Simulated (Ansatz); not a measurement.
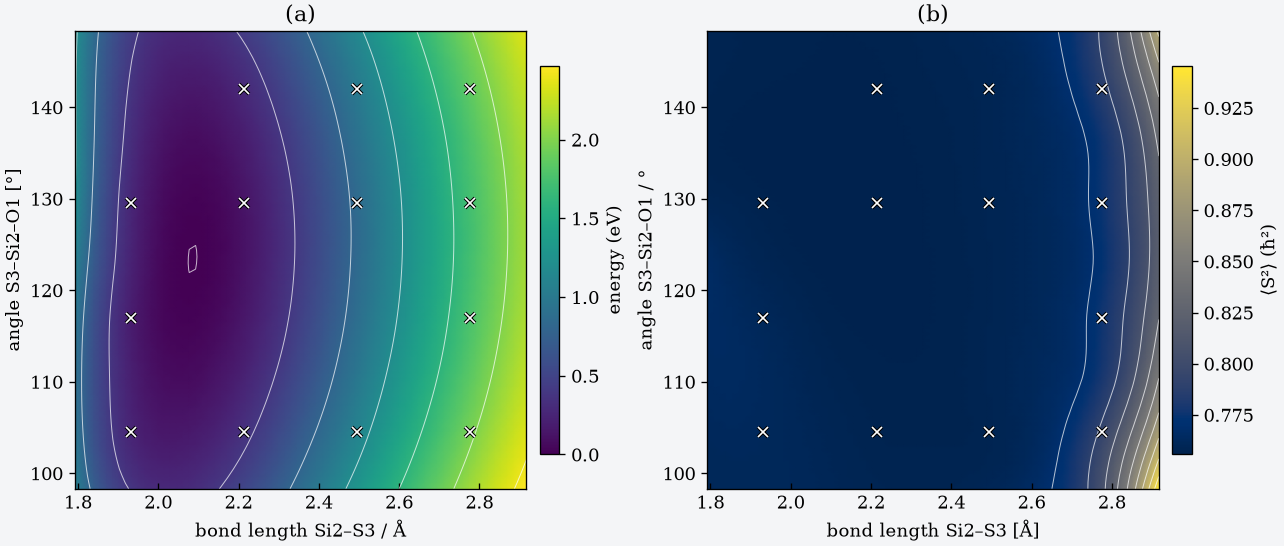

HOSSi, SMILES [O][SiH]=S, spin multiplicity 2. 
- Coordinates scanned: (1) bond length Si2–S3; (2) angle S3–Si2–O1.
- Nothing is relaxed (all other coordinates rigid).
- Grid: 9 × 9 points. At 13 points there is no value.
- All energies are given in eV relative to the lowest grid point.
- These are results of UKS r2SCAN0-D4/def2-SVP in Ansatz 0.2.0, not measurements.

Panel (a) is the energy and panel (b) the computed ⟨S²⟩ on the same grid.

Drawn: a smooth colour map with a few white contour lines, crosses at grid points without a value. Between grid points the surface is interpolated.

**How does the ⟨S²⟩ vary over the map, and what is it at the lowest grid point?**

Leaving out the highest fifth of the energies, it runs from 0.76 ħ² at bond length Si2–S3 = 2.073 Å, angle S3–Si2–O1 = 129.5° to 0.77 ħ² at bond length Si2–S3 = 2.635 Å, angle S3–Si2–O1 = 98.3°. At the lowest grid point, bond length Si2–S3 = 2.073 Å, angle S3–Si2–O1 = 123.3°, it is 0.76 ħ².
